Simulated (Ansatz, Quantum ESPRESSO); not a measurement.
# KNbTe3 (Pm-3m): zone-centre phonons, part 2 of 3

Which modes does KNbTe3 (Pm-3m) have at the zone centre?

Quantum ESPRESSO 8.0 development, patched; DFT LDA, scalar-relativistic, plane waves, PseudoDojo norm-conserving pseudopotentials.

So far. Step 2 (A probe with smearing): No gap opens on this mesh, so smearing is kept; the start stands at -3.3 GPa. Step 4 (Ground state): The cell stands at -0.002 GPa, close enough for phonons. The relaxed cell has a = 5.412 Å (conventional setting).

The structure was built from a prototype and need not be the compound's stable phase.

## (5) Zone-centre response

At q = 0 one unit cell holds all displacements; symmetry groups them into irreducible representations that are solved one by one. With smeared occupations no response to a homogeneous field can be asked.

ph.in

```
phonons
 &inputph
    prefix='x',
    outdir='./tmp',
    fildyn='g.dyn',
    tr2_ph=1.0d-18,
    alpha_mix(1)=0.4,
    nmix_ph=8,
 /
0.000000000000 0.000000000000 0.000000000000
```

Started as:

```bash
$ OMP_NUM_THREADS=1 mpirun -n 4 ph.x -nk 4 -in ph.in > ph.out
```

Log:

```text
[banners, grids, parts of the stress and lines that vanish by symmetry left out]
[banner, memory and clock lines left out]
Program PHONON v.8.0dev

     Dynamical matrices for q-points given in input
     (   1q-points):
       N         xq(1)         xq(2)         xq(3)
       1   0.000000000   0.000000000   0.000000000

     ./tmp/x.save/

     IMPORTANT: XC functional enforced from input :
     Exchange-correlation= PW
                           (   1   4   0   0   0   0   0)
     Any further DFT definition will be discarded
     Please, verify this is what you really want

     G-vector sticks info

     Reading collected, re-writing distributed wavefunctions in ./tmp/

     Number and degeneracy of irreps per q-point
       N         xq(1)         xq(2)         xq(3)   N irreps
       1   0.000000000   0.000000000   0.000000000       5
        3   3   3   3   3

     Calculation of q =    0.0000000   0.0000000   0.0000000

     phonons

     bravais-lattice index     =            1
     lattice parameter (alat)  =      10.2281  a.u.
     unit-cell volume          =    1070.0054 (a.u.)^3
     number of atoms/cell      =            5
     number of atomic types    =            3
     kinetic-energy cut-off    =      82.0000  Ry
     charge density cut-off    =     328.0000  Ry
     convergence threshold     =      1.0E-18
     beta                      =       0.4000
     number of iterations used =            8
     Exchange-correlation= PW
                           (   1   4   0   0   0   0   0)

     celldm(1)=   10.22811  celldm(2)=    0.00000  celldm(3)=    0.00000
     celldm(4)=    0.00000  celldm(5)=    0.00000  celldm(6)=    0.00000

     crystal axes: (cart. coord. in units of alat)
               a(1) = (  1.0000  0.0000  0.0000 )
               a(2) = (  0.0000  1.0000  0.0000 )
               a(3) = (  0.0000  0.0000  1.0000 )

     reciprocal axes: (cart. coord. in units 2 pi/alat)
               b(1) = (  1.0000  0.0000  0.0000 )
               b(2) = (  0.0000  1.0000  0.0000 )
               b(3) = (  0.0000  0.0000  1.0000 )

     Atoms inside the unit cell:

     Cartesian axes

     site n.  atom      mass           positions (alat units)
        1  K      39.0983   tau(    1) = (    0.00000    0.00000    0.00000  )
        2  Nb     92.9064   tau(    2) = (    0.50000    0.50000    0.50000  )
        3  Te    127.6000   tau(    3) = (    0.50000    0.50000    0.00000  )
        4  Te    127.6000   tau(    4) = (    0.50000    0.00000    0.50000  )
        5  Te    127.6000   tau(    5) = (    0.00000    0.50000    0.50000  )

     Computing dynamical matrix for
                    q = (   0.0000000   0.0000000   0.0000000 )

     49 Sym.Ops. (with q -> -q+G )

     G cutoff =  869.1701  ( 107591 G-vectors)     FFT grid: ( 60, 60, 60)

     number of k points=    20  Marzari-Vanderbilt smearing, width (Ry)=  0.0200
                       cart. coord. in units 2pi/alat
        k(    1) = (   0.0000000   0.0000000   0.0000000), wk =   0.0092593
        k(    2) = (   0.0000000   0.0000000   0.1666667), wk =   0.0555556
        k(    3) = (   0.0000000   0.0000000   0.3333333), wk =   0.0555556
        [... further k-points left out ...]

     PseudoPot. # 1 for K  read from file:
     ./pseudo/K.upf
     Pseudo is Norm-conserving + core correction, Zval =  9.0
     Using radial grid of 2170 points,  6 beta functions with:
                l(1) =   0
                l(2) =   0
                l(3) =   1
                l(4) =   1
                l(5) =   2
                l(6) =   2

     PseudoPot. # 2 for Nb read from file:
     ./pseudo/Nb.upf
     Pseudo is Norm-conserving + core correction, Zval = 13.0
     Using radial grid of 1640 points,  6 beta functions with:
                l(1) =   0
                l(2) =   0
                l(3) =   1
                l(4) =   1
                l(5) =   2
                l(6) =   2

     PseudoPot. # 3 for Te read from file:
     ./pseudo/Te.upf
     Pseudo is Norm-conserving + core correction, Zval = 16.0
     Using radial grid of 1278 points,  6 beta functions with:
                l(1) =   0
                l(2) =   0
                l(3) =   1
                l(4) =   1
                l(5) =   2
                l(6) =   2

     Mode symmetry, O_h (m-3m)  point group:

     Atomic displacements:
     There are    5 irreducible representations

     Representation     1      3 modes -  To be done

     Representation     2      3 modes -  To be done

     Representation     3      3 modes -  To be done

     Representation     4      3 modes -  To be done

     Representation     5      3 modes -  To be done

     Alpha used in Ewald sum =   2.8000

     Representation #   1 modes #   1   2   3

     Self-consistent Calculation

     The passes end when |ddv_scf|^2 is under  2.6E-20 (on this mesh; tr2_ph alone asks  1.0E-18)
      iter #   1   av.it.:   7.8
      thresh= 1.000E-02 alpha_mix =  0.400 |ddv_scf|^2 =  8.478E-07
      iter #   2   av.it.:  14.6
      thresh= 9.208E-05 alpha_mix =  0.400 |ddv_scf|^2 =  4.968E-08
      iter #   3   av.it.:  14.7
      thresh= 2.229E-05 alpha_mix =  0.400 |ddv_scf|^2 =  1.009E-09
      iter #   4   av.it.:  15.1
      thresh= 3.177E-06 alpha_mix =  0.400 |ddv_scf|^2 =  8.845E-11
      iter #   5   av.it.:  15.2
      thresh= 9.405E-07 alpha_mix =  0.400 |ddv_scf|^2 =  7.559E-12
      iter #   6   av.it.:  15.2
      thresh= 2.749E-07 alpha_mix =  0.400 |ddv_scf|^2 =  9.580E-14
      iter #   7   av.it.:  15.7
      thresh= 3.095E-08 alpha_mix =  0.400 |ddv_scf|^2 =  7.131E-15
      iter #   8   av.it.:  15.6
      thresh= 8.444E-09 alpha_mix =  0.400 |ddv_scf|^2 =  2.609E-16
      iter #   9   av.it.:  15.2
      thresh= 1.615E-09 alpha_mix =  0.400 |ddv_scf|^2 =  2.839E-17
      iter #  10   av.it.:  15.6
      thresh= 5.328E-10 alpha_mix =  0.400 |ddv_scf|^2 =  1.925E-18
      iter #  11   av.it.:  15.6
      thresh= 1.387E-10 alpha_mix =  0.400 |ddv_scf|^2 =  1.452E-20

     End of self-consistent calculation

     Convergence has been achieved

     Representation #   2 modes #   4   5   6

     Self-consistent Calculation

     The passes end when |ddv_scf|^2 is under  2.6E-20 (on this mesh; tr2_ph alone asks  1.0E-18)
      iter #   1   av.it.:   7.0
      thresh= 1.000E-02 alpha_mix =  0.400 |ddv_scf|^2 =  6.466E-07
      iter #   2   av.it.:  13.9
      thresh= 8.041E-05 alpha_mix =  0.400 |ddv_scf|^2 =  4.195E-08
      iter #   3   av.it.:  14.1
      thresh= 2.048E-05 alpha_mix =  0.400 |ddv_scf|^2 =  7.833E-10
[...]
End of self-consistent calculation

     Convergence has been achieved

     Representation #   3 modes #   7   8   9

     Self-consistent Calculation

     The passes end when |ddv_scf|^2 is under  2.6E-20 (on this mesh; tr2_ph alone asks  1.0E-18)
[...]
End of self-consistent calculation

     Convergence has been achieved

     Representation #   4 modes #  10  11  12

     Self-consistent Calculation

     The passes end when |ddv_scf|^2 is under  2.6E-20 (on this mesh; tr2_ph alone asks  1.0E-18)
[...]
End of self-consistent calculation

     Convergence has been achieved

     Representation #   5 modes #  13  14  15

     Self-consistent Calculation

     The passes end when |ddv_scf|^2 is under  2.6E-20 (on this mesh; tr2_ph alone asks  1.0E-18)
[...]
iter #   4   av.it.:  15.0
      thresh= 1.593E-06 alpha_mix =  0.400 |ddv_scf|^2 =  7.341E-13
      iter #   5   av.it.:  14.4
      thresh= 8.568E-08 alpha_mix =  0.400 |ddv_scf|^2 =  1.403E-13
      iter #   6   av.it.:  14.8
      thresh= 3.745E-08 alpha_mix =  0.400 |ddv_scf|^2 =  1.248E-15
      iter #   7   av.it.:  15.3
      thresh= 3.532E-09 alpha_mix =  0.400 |ddv_scf|^2 =  1.288E-17
      iter #   8   av.it.:  15.0
      thresh= 3.588E-10 alpha_mix =  0.400 |ddv_scf|^2 =  1.949E-18
      iter #   9   av.it.:  15.5
      thresh= 1.396E-10 alpha_mix =  0.400 |ddv_scf|^2 =  6.428E-20
      iter #  10   av.it.:  15.7
      thresh= 2.535E-11 alpha_mix =  0.400 |ddv_scf|^2 =  2.944E-22

     End of self-consistent calculation

     Convergence has been achieved

     Number of q in the star =    1
     List of q in the star:
          1   0.000000000   0.000000000   0.000000000

     Diagonalizing the dynamical matrix

     q = (    0.000000000   0.000000000   0.000000000 )

 **************************************************************************
     freq (    1) =      -0.379502 [THz] =     -12.658818 [cm-1]
     freq (    2) =      -0.379502 [THz] =     -12.658818 [cm-1]
     freq (    3) =      -0.379502 [THz] =     -12.658818 [cm-1]
     freq (    4) =       0.033117 [THz] =       1.104670 [cm-1]
     freq (    5) =       0.033117 [THz] =       1.104670 [cm-1]
     freq (    6) =       0.033117 [THz] =       1.104670 [cm-1]
     freq (    7) =       0.893114 [THz] =      29.791069 [cm-1]
     freq (    8) =       0.893114 [THz] =      29.791069 [cm-1]
     freq (    9) =       0.893114 [THz] =      29.791069 [cm-1]
     freq (   10) =       1.719645 [THz] =      57.361187 [cm-1]
     freq (   11) =       1.719645 [THz] =      57.361187 [cm-1]
     freq (   12) =       1.719645 [THz] =      57.361187 [cm-1]
     freq (   13) =       6.047010 [THz] =     201.706544 [cm-1]
     freq (   14) =       6.047010 [THz] =     201.706544 [cm-1]
     freq (   15) =       6.047010 [THz] =     201.706544 [cm-1]
 **************************************************************************

     Mode symmetry, O_h (m-3m)  point group:

     freq (   1-   3) =        -12.7  [cm-1]   --> T_1u G_15  G_4- I
     freq (   4-   6) =          1.1  [cm-1]   --> T_1u G_15  G_4- I
     freq (   7-   9) =         29.8  [cm-1]   --> T_2u G_25  G_5-
     freq (  10-  12) =         57.4  [cm-1]   --> T_1u G_15  G_4- I
     freq (  13-  15) =        201.7  [cm-1]   --> T_1u G_15  G_4- I
```

Run time: 34 min. Hardware: 4 MPI ranks of Intel Xeon Platinum 8375C at 2.90GHz (Ice Lake), shared host.

Read from the output:

* largest acoustic frequency at the zone centre before the sum rule: 1.1 cm⁻¹
* highest optical zone-centre mode (no LO-TO term): 201.7 cm⁻¹
* lowest optical zone-centre mode: -12.66 cm⁻¹

The acoustic modes at Γ come out as far as 1.1 cm⁻¹ from zero, where they should vanish, a small numerical error. The lowest optical mode is imaginary, 13i cm⁻¹, an instability at this level and on this k mesh.

## (6) Modes with the sum rule

A rigid shift of the crystal must cost nothing, but grids and finite bases break this; the acoustic sum rule is imposed before the matrix is diagonalised again.

dynmat.in

```
 &input
    fildyn='g.dyn',
    asr='simple',
    fileig='dynmat.eig',
 /
```

Started as:

```bash
$ dynmat.x -in dynmat.in > dynmat.out
```

Log:

```text
[banner, memory and clock lines left out]
Program DYNMAT v.8.0dev

     Reading Dynamical Matrix from file g.dyn
     ...Force constants read
     ...epsilon and Z* not read (not found on file)
     A direction for q was not specified:TO-LO splitting will be absent

     Polarizability (A^3 units)
     multiply by 1.000000 for Clausius-Mossotti correction (not under assume_isolated = 'mt')
         0.000000    0.000000    0.000000
         0.000000    0.000000    0.000000
         0.000000    0.000000    0.000000

     IR activities are in (D/A)^2/amu units

# mode   [cm-1]    [THz]      IR
    1    -12.70   -0.3807    0.0000
    2    -12.70   -0.3807    0.0000
    3    -12.70   -0.3807    0.0000
    4     -0.00   -0.0000    0.0000
    5      0.00    0.0000    0.0000
    6      0.00    0.0000    0.0000
    7     29.77    0.8924    0.0000
    8     29.77    0.8924    0.0000
    9     29.77    0.8924    0.0000
   10     57.35    1.7192    0.0000
   11     57.35    1.7192    0.0000
   12     57.35    1.7192    0.0000
   13    201.70    6.0469    0.0000
   14    201.70    6.0469    0.0000
   15    201.70    6.0469    0.0000

[end of the log left out, with the tail of the file of modes that dynmat.x writes under the same name]
```

The job ended after 0.6 s (1 thread).

Read from the output:

| Property | Result |
| --- | --- |
| lowest optical zone-centre mode | -12.7 cm⁻¹ |

Unit eigenvectors of the mass-weighted matrix after the sum rule; no LO-TO term. The modes at Γ (shares of kinetic energy by element, %) (negative means imaginary):

```tsv
mode	frequency (cm⁻¹)	K %	Nb %	Te %
1	-12.7	15	46	39
2	-12.7	15	46	39
3	-12.7	15	46	39
4	0.0	8	18	74
5	0.0	8	18	74
6	0.0	8	18	74
7	29.8	0	0	100
8	29.8	0	0	100
9	29.8	0	0	100
10	57.4	78	3	20
11	57.4	78	3	20
12	57.4	78	3	20
13	201.7	0	33	67
14	201.7	0	33	67
15	201.7	0	33	67
```

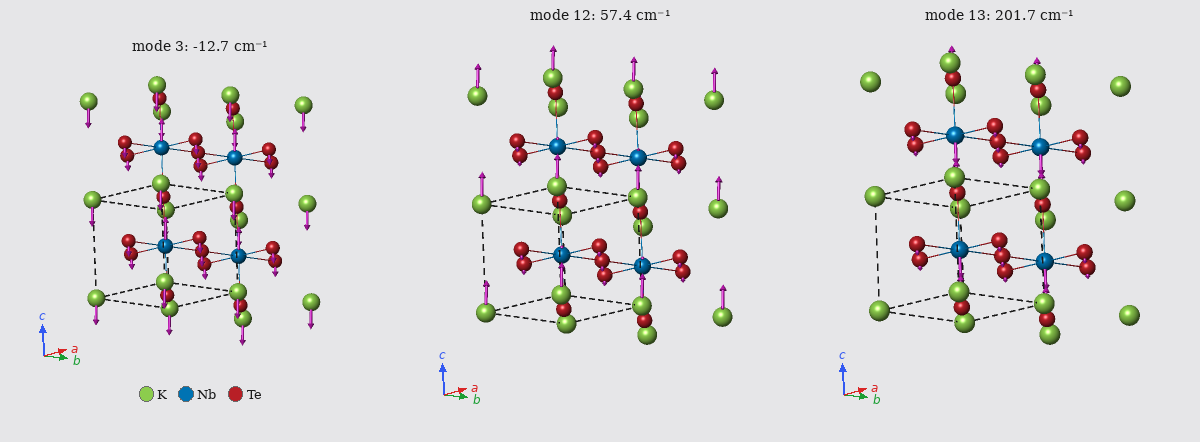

Displacement patterns of modes 3, 12 and 13 at Γ; arrows are exaggerated. 1×2×2 cells are drawn. Some periodic images of atoms are drawn too.

The rule moves no optical mode by more than 0.1 cm⁻¹.

## (7) Sum rules set otherwise: a sum rule for molecules or wires on a crystal

This rule also removes rotations, which suits molecules and not a crystal; it is tried to see the harm.

dynmat.in

```
 &input
    fildyn='g.dyn',
    asr='zero-dim',
    fileig='dynmat.eig',
 /
```

Started as:

```bash
$ dynmat.x -in dynmat.in > dynmat.out
```

Log:

```text
[banner, memory and clock lines left out]
Program DYNMAT v.8.0dev

     Reading Dynamical Matrix from file g.dyn
     ...Force constants read
     ...epsilon and Z* not read (not found on file)
     Warning: this looks like a crystal, not a molecule in a box: use asr = 'crystal'
     Acoustic Sum Rule: || Z*(ASR) - Z*(orig)|| =    0.000000E+00
     Acoustic Sum Rule: ||dyn(ASR) - dyn(orig)||=    1.180894E-01
     A direction for q was not specified:TO-LO splitting will be absent

     Polarizability (A^3 units)
     multiply by 1.000000 for Clausius-Mossotti correction (not under assume_isolated = 'mt')
         0.000000    0.000000    0.000000
         0.000000    0.000000    0.000000
         0.000000    0.000000    0.000000

     IR activities are in (D/A)^2/amu units

# mode   [cm-1]    [THz]      IR
    1    -12.66   -0.3796    0.0000
    2     -0.00   -0.0000    0.0000
    3      0.00    0.0000    0.0000
    4      0.00    0.0000    0.0000
    5      0.00    0.0000    0.0000
    6      0.00    0.0000    0.0000
    7      0.00    0.0000    0.0000
    8     26.34    0.7897    0.0000
    9     26.34    0.7897    0.0000
   10     50.22    1.5056    0.0000
   11     50.22    1.5056    0.0000
   12     57.36    1.7197    0.0000
   13    201.71    6.0470    0.0000
   14    204.48    6.1301    0.0000
   15    204.48    6.1301    0.0000

[end of the log left out, with the tail of the file of modes that dynmat.x writes under the same name]
```

Run time: 0.57 s. Hardware: 1 thread.

The run ended normally, but on settings that are not sound.

The fault: a sum rule for molecules or wires on a crystal; 3 optical modes are projected out to zero frequency, as if they were rotations.

For a crystal the rule has to be 'simple' or 'crystal'.

Zone-centre frequencies as printed; negative means imaginary. Modes:

```tsv
mode	frequency (cm⁻¹)
1	-12.66
2	0
3	0
4	0
5	0
6	0
7	0
8	26.34
9	26.34
10	50.22
11	50.22
12	57.36
13	201.7
14	204.5
15	204.5
```

## (8) Sum rules set otherwise (asr crystal)

The rule can be imposed in more than one way; the choices should agree where the raw error is small.

dynmat.in

```
 &input
    fildyn='g.dyn',
    asr='crystal',
    fileig='dynmat.eig',
 /
```

Started as:

```bash
$ dynmat.x -in dynmat.in > dynmat.out
```

Log:

```text
[banner, memory and clock lines left out]
Program DYNMAT v.8.0dev

     Reading Dynamical Matrix from file g.dyn
     ...Force constants read
     ...epsilon and Z* not read (not found on file)
     Acoustic Sum Rule: || Z*(ASR) - Z*(orig)|| =    0.000000E+00
     Acoustic Sum Rule: ||dyn(ASR) - dyn(orig)||=    1.986982E-05
     A direction for q was not specified:TO-LO splitting will be absent

     Polarizability (A^3 units)
     multiply by 1.000000 for Clausius-Mossotti correction (not under assume_isolated = 'mt')
         0.000000    0.000000    0.000000
         0.000000    0.000000    0.000000
         0.000000    0.000000    0.000000

     IR activities are in (D/A)^2/amu units

# mode   [cm-1]    [THz]      IR
    1    -12.66   -0.3796    0.0000
    2    -12.66   -0.3796    0.0000
    3    -12.66   -0.3796    0.0000
    4     -0.00   -0.0000    0.0000
    5      0.00    0.0000    0.0000
    6      0.00    0.0000    0.0000
    7     29.79    0.8931    0.0000
    8     29.79    0.8931    0.0000
    9     29.79    0.8931    0.0000
   10     57.36    1.7197    0.0000
   11     57.36    1.7197    0.0000
   12     57.36    1.7197    0.0000
   13    201.71    6.0470    0.0000
   14    201.71    6.0470    0.0000
   15    201.71    6.0470    0.0000

[end of the log left out, with the tail of the file of modes that dynmat.x writes under the same name]
```

Elapsed: 0.56 s, on 1 thread.

Read from the output:

```
lowest optical zone-centre mode : -12.66 cm⁻¹
```

Zone-centre frequencies as printed; negative means imaginary. Modes:

```tsv
mode	frequency (cm⁻¹)
1	-12.66
2	-12.66
3	-12.66
4	0
5	0
6	0
7	29.79
8	29.79
9	29.79
10	57.36
11	57.36
12	57.36
13	201.7
14	201.7
15	201.7
```

Against the first rule no mode moves by more than 0.1 cm⁻¹.

[end of part 2 of 3]

[Host names and launcher messages were left out of these logs when they were recorded.]

[Logs are printed without paths, hosts, clocks, repeated set-up lines and the standing remarks that a program may print on its own settings, such as how far it seeks lower states.]

[Hosts, paths, dates, database ids (printed as entryN), source tags and the programs' standing remarks are cut or masked in the printed files.]
